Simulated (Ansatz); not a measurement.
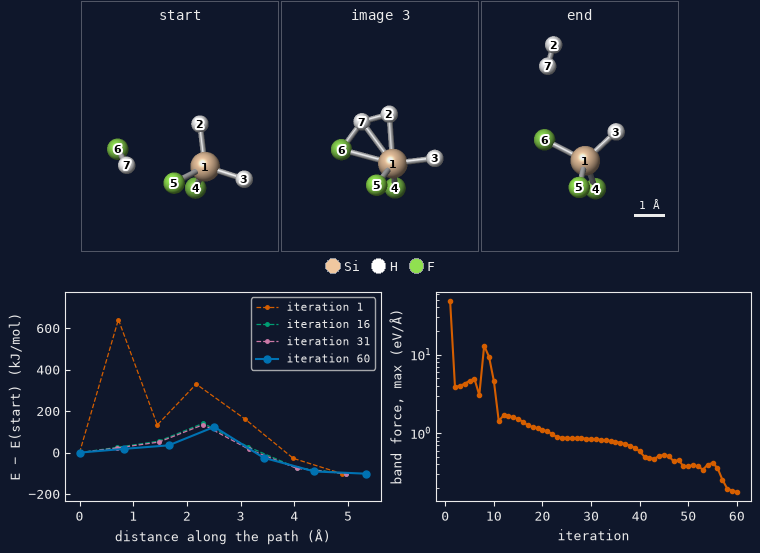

A nudged-elastic-band calculation for SiH$_{3}$F$_{3}$. Images are numbered from 0 (start) to 6 (end). The plot follows the band through its iterations. The picture is a ball-and-stick view, seen from a free direction.

Computed with Ansatz, RKS PBE0/def2-SVP. Run with 5 movable images; climbing image; force threshold 0.05 eV/Å; iteration limit 60; optimiser FIRE; largest step 0.5 Å; starting path through a guess of the saddle point.

> Did the band converge, and can the barrier be trusted?

The result isn't final. The band hadn't converged when the run stopped after 60 iterations. The largest component of the band force went from 48 to 0.18 eV/Å. The barrier read from it is provisional, though the highest image hardly moved in the last two iterations. The step length is far from the usual. The first iteration put the highest image at 642.3 kJ/mol. The highest point, image 3, lies 124.4 kJ/mol above the start and 226.1 kJ/mol above the end; the end is at −101.7 kJ/mol relative to the start.

The run took 4.8 min on 1 thread of AMD EPYC 9R45 96-Core Processor (Zen 5), with other jobs on the host, peak memory 0.17 GiB.
